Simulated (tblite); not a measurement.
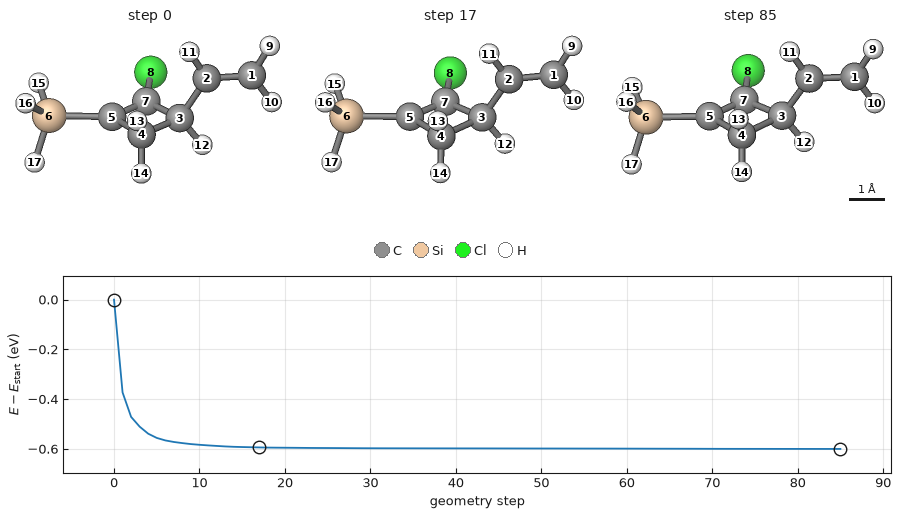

Frames of a relaxation of C₆H₉ClSi, marked on the history of the run. The picture is a ball-and-stick view, seen from a free direction.

Theory: GFN2-xTB geometry optimisation, gas phase in tblite 0.8.0. 

**What happens along the run?**

After 85 geometry steps the energy has fallen by 0.600 eV. The atom that moves furthest after the best rigid fit is H15 (0.23 Å). By element the largest moves are H 0.23 Å, C 0.14 Å, Si 0.11 Å, Cl 0.09 Å. Among the contacts that change: C3–C4 1.459 → 1.558 Å, C7–Cl8 1.775 → 1.704 Å, C4–C5 1.458 → 1.520 Å, C3–C7 1.452 → 1.509 Å. Among the angles between lasting bonds that change: C2–C3–C7 109.4° → 115.3°, C3–C4–H14 109.0° → 114.4°, C5–C4–H14 109.8° → 114.9°. The run took 1.1 s on 1 thread of Arm Neoverse N1 (shared host). From step 0 to 17: H15 moves most (0.12 Å), energy −0.594 eV. From step 17 to 85: H10 moves most (0.17 Å), energy −0.006 eV.

```
step  E − E(0), eV
   0        0.0000
   1       -0.3729
   2       -0.4713
   3       -0.5105
   4       -0.5387
   5       -0.5557
   6       -0.5658
   7       -0.5720
   8       -0.5766
   9       -0.5805
  10       -0.5833
  14       -0.5914
  18       -0.5945
  22       -0.5957
  26       -0.5965
  30       -0.5973
  34       -0.5975
  38       -0.5977
  42       -0.5979
  46       -0.5981
  49       -0.5982
  53       -0.5984
  57       -0.5986
  61       -0.5988
  65       -0.5991
  69       -0.5994
  73       -0.5997
  77       -0.5998
  81       -0.5999
  85       -0.6000
```
